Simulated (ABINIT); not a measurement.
# A GW chain in ABINIT: BaWO4 (I4_1/a), part 2 of 2

Aim: the G0W0 gap of BaWO4 (I4_1/a) on PBEsol, step by step.

ABINIT 10.8.3; PBEsol and many-body steps on it, plane waves. Known limits of the many-body steps: not at the basis limit; no spin-orbit coupling; coarse k mesh.

So far. Step 2 (Ground state): The gap is indirect, with the least direct gap 0.03 eV higher. Step 3 (Empty states on the mesh, 2×2×2 mesh, 349 bands): On this mesh the gap is 4.678 eV.

### Step 4. Screening, 2×2×2 mesh, 158 bands, screening to 98 eV

The RPA dielectric matrix is built and inverted for each q.

This step: RPA screening on PBEsol, plane waves, norm-conserving pseudopotentials.

The input, run.abi:

```
acell 3*1.0 Angstrom
rprim 
  -2.833365905000 2.833365905000 6.369266870000
  2.833365905000 -2.833365905000 6.369266870000
  2.833365905000 2.833365905000 -6.369266870000
ntypat 3
znucl 56 74 8
natom 12
typat 1 1 2 2 3 3 3 3 3 3 3 3
xred 
  0.250000000000 0.750000000000 0.500000000000
  0.500000000000 0.500000000000 -0.000000000000
  0.750000000000 0.250000000000 0.500000000000
  -0.000000000000 0.000000000000 -0.000000000000
  0.152144770000 0.046891860000 0.356239950000
  0.690651910000 0.795904820000 0.643760050000
  0.059348090000 0.454095180000 0.856239950000
  0.545904820000 0.402144770000 0.605252910000
  0.204095180000 0.847855230000 0.894747090000
  0.953108140000 0.309348090000 0.105252910000
  0.796891860000 0.940651910000 0.394747090000
  0.597855230000 0.203108140000 0.143760050000
pp_dirpath "pseudos"
pseudos "Ba.upf, W.upf, O.upf"
ecut 36
ngkpt 2 2 2
nshiftk 1
shiftk 0 0 0
kptopt 1
chksymbreak 0
istwfk *1
occopt 1
irdwfk 1
optdriver 3
nband 158
ecuteps 3.6
inclvkb 2
awtr 1
symchi 1
indata_prefix "in"
outdata_prefix "out"
tmpdata_prefix "tmp"
gwmem 10
```

Command:

```sh
OMP_NUM_THREADS=1 mpirun -n 4 abinit run.abi > log
```

Numbers of over 12 decimals in the logs are rounded to 6 here.

What it wrote:

```text
.Version 10.8.3 of ABINIT. v10.8.2 released Aug 2026.

 Symmetries : space group I4_1/a (# 88); Bravais tI (body-center tetrag.)
[... echo of the input left out ...]
== DATASET  1 ==================================================================
-   mpi_nproc: 4, omp_nthreads: 1 (-1 if OMP is not activated)

--- !DatasetInfo
iteration_state: {dtset: 1, }
dimensions: {natom: 12, nkpt: 4, mband: 158, nsppol: 1, nspinor: 1, nspden: 1, mpw: 14316, }
cutoff_energies: {ecut:  36.0, pawecutdg:  -1.0, }
electrons: {nelect:   9.60000000E+01, charge:   0.00000000E+00, occopt:   1.00000000E+00, tsmear:   1.00000000E-02, }

 SCREENING: Calculation of the susceptibility and dielectric matrices

 Based on a program developped by R.W. Godby, V. Olevano, G. Onida, and L. Reining.
 Incorporated in ABINIT by V. Olevano, G.-M. Rignanese, and M. Torrent.
.Using double precision arithmetic ; gwpc =  8

[... cell and pseudopotentials left out ...]
--------------------------------------------------------------------------------

 ==== K-mesh for the wavefunctions ====
 Number of points in the irreducible wedge :     4
[... list of points left out ...]
 Together with  8 symmetry operations and time-reversal symmetry
 yields     8 points in the full Brillouin Zone.

 ==== Q-mesh for the screening function ====
 Number of points in the irreducible wedge :     4
[... list of points left out ...]
 Together with  8 symmetry operations and time-reversal symmetry
 yields     8 points in the full Brillouin Zone.

 setmesh: FFT mesh size selected  =   120x  120x  120
          total number of points  =      1728000

 vcoul_init : cutoff-mode = AUXILIARY_FUNCTION
 q-points for optical limit:   1
     1)      0.000010    0.000020    0.000030

- screening: taking advantage of time-reversal symmetry
- Maximum band index for partially occupied states nbvw = 48
- Remaining bands to be divided among processors   nbcw = 110
- Number of bands treated by each node ~27

 Number of electrons calculated from density =   96.0000; Expected =   96.0000
 average of density, n =  0.069554
 r_s =    1.5084
 omega_plasma =   25.4399 [eV]

 calculating chi0 at frequencies [eV] :
  1    0.000000E+00    0.000000E+00
  2    0.000000E+00    2.543991E+01

--------------------------------------------------------------------------------
  q-point number  1        q = ( 0.000000, 0.000000, 0.000000) [r.l.u.]
--------------------------------------------------------------------------------
[... chi0 elements left out ...]
 For q-point:  0.000010 0.000020 0.000030
  dielectric constant =   3.2787
  dielectric constant without local fields =   4.1560

  Average fulfillment of the sum rule on Im[epsilon] for q-point    1 :     49.97  [%]
[... wings left out ...]
  q-point number  2        q = ( 0.500000, 0.000000, 0.000000) [r.l.u.]
--------------------------------------------------------------------------------
[... chi0 elements left out ...]
  Average fulfillment of the sum rule on Im[epsilon] for q-point    2 :     56.08  [%]

 [... 2 further q-points ...]
```

The job ended after 35 min (4 MPI ranks of Arm Neoverse V2, shared host; peak memory 2.9 GiB; 2.3 h of CPU time).

Numbers from this step:

```
ε∞ with local fields, on this mesh, along the program's q direction : 3.279
the same without local fields                                       : 4.156
plasma frequency                                                    : 25.44 eV
plane waves in the screening matrix                                 : 447
```

Local fields lower ε∞ by 21 %. On a Γ-centred mesh this coarse the value itself is usually too large, while a short band sum pulls it down.

### Step 5. Self-energy, 2×2×2 mesh, 158 bands, screening to 98 eV

The self-energy is evaluated for the states that the input lists, and the levels follow from it, in one-shot runs by the linearised quasiparticle equation.

This step: G0W0 on PBEsol, plane waves, norm-conserving pseudopotentials.

Changes to run.abi since step 4:

```diff
@@ -33,8 +33,17 @@
 irdwfk 1
-optdriver 3
+optdriver 4
 nband 158
+gwcalctyp 0
+ecutsigx 36
+symsigma 1
+nkptgw 2
+kptgw 
+  0.0000000000 0.0000000000 0.0000000000
+  0.5000000000 0.5000000000 0.5000000000
+bdgw 
+  47 50
+  47 50
 ecuteps 3.6
-inclvkb 2
-awtr 1
-symchi 1
+irdscr 1
+ppmodel 1
 indata_prefix "in"
@@ -42,2 +51,2 @@
 tmpdata_prefix "tmp"
-gwmem 10
+gwmem 00
```

What it wrote:

```text
.Version 10.8.3 of ABINIT. v10.8.2 released Aug 2026.

 Symmetries : space group I4_1/a (# 88); Bravais tI (body-center tetrag.)
[... echo of the input left out ...]
== DATASET  1 ==================================================================
-   mpi_nproc: 4, omp_nthreads: 1 (-1 if OMP is not activated)

--- !DatasetInfo
iteration_state: {dtset: 1, }
dimensions: {natom: 12, nkpt: 4, mband: 158, nsppol: 1, nspinor: 1, nspden: 1, mpw: 14316, }
cutoff_energies: {ecut:  36.0, pawecutdg:  -1.0, }
electrons: {nelect:   9.60000000E+01, charge:   0.00000000E+00, occopt:   1.00000000E+00, tsmear:   1.00000000E-02, }

 SIGMA: Calculation of the GW corrections

 Based on a program developped by R.W. Godby, V. Olevano, G. Onida, and L. Reining.
 Incorporated in ABINIT by V. Olevano, G.-M. Rignanese, and M. Torrent.
.Using double precision arithmetic ; gwpc =  8

[... cell and pseudopotentials left out ...]
--------------------------------------------------------------------------------

 ==== K-mesh for the wavefunctions ====
 Number of points in the irreducible wedge :     4
[... list of points left out ...]
 Together with  8 symmetry operations and time-reversal symmetry
 yields     8 points in the full Brillouin Zone.

 ==== Q-mesh for screening function ====
 Number of points in the irreducible wedge :     4
[... list of points left out ...]
 Together with  8 symmetry operations and time-reversal symmetry
 yields     8 points in the full Brillouin Zone.

 vcoul_init : cutoff-mode = AUXILIARY_FUNCTION
 q-points for optical limit:   1
     1)      0.000010    0.000020    0.000030
 setmesh: FFT mesh size selected  =   180x  180x  180
          total number of points  =      5832000

 Number of electrons calculated from density =   96.0000; Expected =   96.0000
 average of density, n =  0.069554
 r_s =    1.5084
 omega_plasma =   25.4399 [eV]

 === KS Band Gaps ===
  >>>> For spin  1
   Minimum direct gap =   4.7068 [eV], located at k-point      :   0.0000  0.0000  0.0000
   Fundamental gap    =   4.6777 [eV], Top of valence bands at :   0.0000  0.0000  0.0000
                                       Bottom of conduction at :   0.5000  0.5000  0.5000
 SIGMA fundamental parameters:
 PLASMON POLE MODEL  1
 number of plane-waves for SigmaX                14301
 number of plane-waves for SigmaC and W            447
 number of plane-waves for wavefunctions         14301
 number of bands                                   158
 number of independent spin polarizations            1
 number of spinorial components                      1
 number of k-points in IBZ                           4
 number of q-points in IBZ                           4
 number of symmetry operations                       8
 number of k-points in BZ                            8
 number of q-points in BZ                            8
 number of frequencies for dSigma/dE                 9
 frequency step for dSigma/dE [eV]                0.25
 number of omega for Sigma on real axis              0
 max omega for Sigma on real axis  [eV]           0.00
 zcut for avoiding poles [eV]                     0.10

 EPSILON^-1 parameters (SCR file):
 dimension of the eps^-1 matrix on file            447
 dimension of the eps^-1 matrix used               447
 number of plane-waves for wavefunctions         14301
 number of bands                                   158
 number of q-points in IBZ                           4
 number of frequencies                               2
 number of real frequencies                          1
 number of imag frequencies                          1

 matrix elements of self-energy operator (all in [eV])

 Perturbative Calculation

--- !SelfEnergy_ee
iteration_state: {dtset: 1, }
kpoint     : [   0.000,    0.000,    0.000, ]
spin       : 1
KS_gap     :    4.707
QP_gap     :    7.282
Delta_QP_KS:    2.575
data: !SigmaeeData |
     Band     E0 <VxcDFT>   SigX SigC(E0)      Z dSigC/dE  Sig(E)    E-E0       E
       47   3.229 -19.363 -23.812   4.424   0.786  -0.272 -19.383  -0.020   3.209
       48   3.229 -19.363 -23.812   4.424   0.786  -0.272 -19.383  -0.020   3.209
       49   7.936 -16.613 -10.941  -2.611   0.835  -0.198 -14.058   2.555  10.491
       50   8.165 -16.788 -11.156  -2.530   0.834  -0.198 -14.200   2.588  10.754

--- !SelfEnergy_ee
iteration_state: {dtset: 1, }
kpoint     : [   0.500,    0.500,    0.500, ]
spin       : 1
KS_gap     :    4.780
QP_gap     :    7.259
Delta_QP_KS:    2.479
data: !SigmaeeData |
     Band     E0 <VxcDFT>   SigX SigC(E0)      Z dSigC/dE  Sig(E)    E-E0       E
       47   3.126 -19.190 -23.670   4.427   0.787  -0.271 -19.232  -0.041   3.085
       48   3.126 -19.190 -23.670   4.427   0.787  -0.271 -19.232  -0.041   3.085
       49   7.907 -15.901 -10.434  -2.561   0.839  -0.192 -13.464   2.438  10.344
       50   7.907 -15.901 -10.434  -2.561   0.839  -0.192 -13.464   2.438  10.344

== END DATASET(S) ==============================================================
================================================================================

 -outvars: echo values of variables after computation  --------
           etotal      0.0000000000E+00
            nband         158
             nkpt           4
          spgroup          88
 [... the other variables as echoed above ...]

 Calculation completed.
```

Wall time 2.4 min (4 MPI ranks); peak memory 4.7 GiB; 9.8 min of CPU time.

This step gave:

- G0W0 gap on the points computed: 7.135 eV
- starting gap on the mesh: 4.678 eV
- k of the valence top: 0, 0, 0
- k of the conduction bottom: 0.5, 0.5, 0.5
- Z at the valence top: 0.786
- Z at the conduction bottom: 0.839
- least direct G0W0 gap on the computed points: 7.259 eV

The gap on the mesh goes from 4.68 eV to 7.13 eV, a correction of +2.46 eV.

Limits: finite bands, cutoff and mesh; no spin-orbit coupling; coarse k mesh. v1 is the top filled band, c1 the lowest empty one. The levels before and after the correction (eV, zero at the valence-band top of each column):

```
           conduction bottom  valence top
Kohn-Sham               4.68         0.00
     G0W0               7.13         0.00
```

```
                         level  energy (eV)
Kohn-Sham              Γ v2-v1        0.000
Kohn-Sham                 Γ c1        4.707
Kohn-Sham                 Γ c2        4.937
Kohn-Sham  (0.5 0.5 0.5) v2-v1       -0.103
Kohn-Sham  (0.5 0.5 0.5) c1-c2        4.678
     G0W0              Γ v2-v1        0.000
     G0W0                 Γ c1        7.282
     G0W0                 Γ c2        7.545
     G0W0  (0.5 0.5 0.5) v2-v1       -0.124
     G0W0  (0.5 0.5 0.5) c1-c2        7.135
```

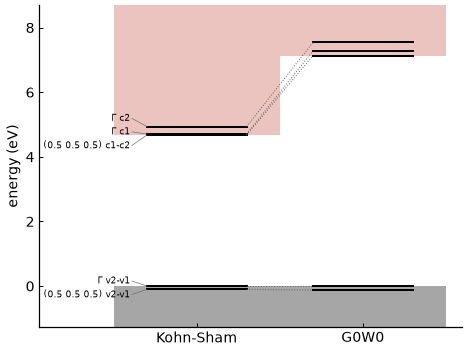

Levels before and after the correction. Shaded: valence and conduction bands.

### Step 6. Where the time went

Times are wall times on 4 MPI ranks of Arm Neoverse V2, shared host, good to a factor of about two.

```
                    step     time  share  memory (GiB)
            ground state  4.1 min    9 %          0.96
empty states on the mesh  5.5 min   12 %          0.92
               screening   35 min   74 %           2.9
             self-energy  2.4 min    5 %           4.7
```

### Step 7. Results

| Property | Result |
| --- | --- |
| PBEsol gap | 4.68 eV, indirect (only 29 meV under the direct gap) |
| G0W0 gap on the mesh | 7.13 eV |
| GW settings | 2×2×2 mesh, 158 bands, screening to 98 eV, Godby-Needs plasmon pole |
| known limits | not at the basis limit; no spin-orbit coupling; coarse k mesh |

What this shows: G0W0 moves the gap on the mesh from 4.68 eV to 7.13 eV (+2.46 eV), with Z of 0.79 and 0.84 at the edges. Local fields lower the RPA ε∞ on this mesh from 4.16 to 3.28; a Γ-centred mesh this coarse tends to raise both, most where the direct gap is narrow, while a short band sum lowers them. Only 2 of the mesh's irreducible points were corrected, so a valley elsewhere could overtake. The dearest step here is «screening». Against experiment, by G0W0@PBEsol: the direct gap of 7.26 eV lies +2.00 eV from the measured 5.26 eV (direct, 300 K, 2008). An exciton line or allowed optical edge lies below the quasiparticle gap by the binding energy; a forbidden edge can push the onset above it. The calculation has static nuclei and no excitons; a measured gap holds zero-point and thermal motion, which mostly lowers it. A miss this large is more than these effects usually give: tightly bound excitons can cover part of it, absorption edges can read low, one-shot GW can overshoot, and the runs shown don't tell these apart. Bands and cutoff are finite, so the gap is not at the basis limit. The miss can reach some tenths of an eV and take either sign; the mesh is an error of its own. In the G0W0 run levels were corrected at 2 k points alone, so a gap called «on the mesh» is the least over those, and an edge elsewhere would be missed. The 2×2×2 mesh is coarse for this cell, which bears on the long-range parts of exchange and screening. The many-body steps are scalar-relativistic: spin-orbit coupling is not in them.

[Paths, hosts, dates, memory and timing lines, banners, echoed tables and standing remarks are left out of the program output.]

[Logs are printed without paths, hosts, clocks, repeated set-up lines and the standing remarks that a program may print on its own settings, such as how far it seeks lower states.]

[Runs of the session that timed out or met a known fault of the program may be left out.]

[Hosts, paths, dates, database ids (printed as entryN), source tags and the programs' standing remarks are cut or masked in the printed files.]

[G0W0 gaps are taken among the corrected bands and points alone; a level outside them can change the order at an edge.]

[Where Ansatz stands beside ABINIT at settings called matched, ABINIT's density can come from a denser mesh and the files from another edition; pairs whose starting gaps differed by over 0.03 eV were left out, so agreement reads better than it is.]
